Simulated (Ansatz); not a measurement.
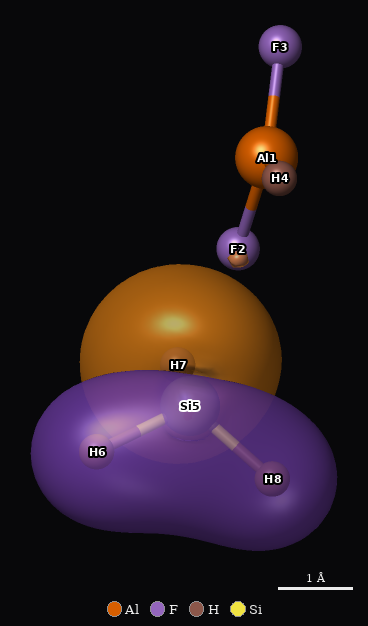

*AlF2H···H3Si (doublet). The HOMO−1 (α) at ±0.08 Å⁻³ᐟ² (orange and purple are the two phases), seen at an oblique angle.*

Not at a stationary point (largest force 0.9 eV/Å).

Level of theory: UKS BHLYP-D4/def2-SVP in Ansatz 0.2.0.

Input

```
crystal:
  periodic: [false, false, false]
  atoms:
    - { symbol: Al, position_ang: [0.0, 0.0, 0.0] }
    - { symbol: F, position_ang: [0.0, 0.0, 1.94] }
    - { symbol: F, position_ang: [1.4635, 0.0, -0.845] }
    - { symbol: H, position_ang: [-1.351, 0.0, -0.78] }
    - { symbol: Si, position_ang: [0.0, 0.0, 3.83] }
    - { symbol: H, position_ang: [-0.7436, -1.1581, 4.3174] }
    - { symbol: H, position_ang: [1.3747, -0.0649, 4.3174] }
    - { symbol: H, position_ang: [-0.6311, 1.223, 4.3174] }
magnetization:
  spin_polarized: true
  initial_magnetization: 1
basis:
  gaussian: { orbitals: def2-SVP }
hamiltonian:
  xc: { name: BHLYP }
  dispersion: d4
relax:
  f_tol: 0.15
  max_steps: 25
  restrain:
    - { distance: [1, 4], at: 2.79, k: 30.0 }
    - { distance: [0, 1], at: 1.69, k: 30.0 }
output:
  orbitals: {}
```

Run with:

```sh
ansatz run input.yaml --threads 2 --pin off --max-ram 3072MiB --backend cpu --events-out ev --progress --plain --runs-dir out
```

The fields are those of the run's last geometry, not of the input's.

**Where does this orbital lie, and at what energy?**

By Hirshfeld shares it lies mainly on Si5 (about 45 %), H7 (about 35 %), H6 (about 10 %) and H8 (about 10 %). Its energy is −10.84 eV.
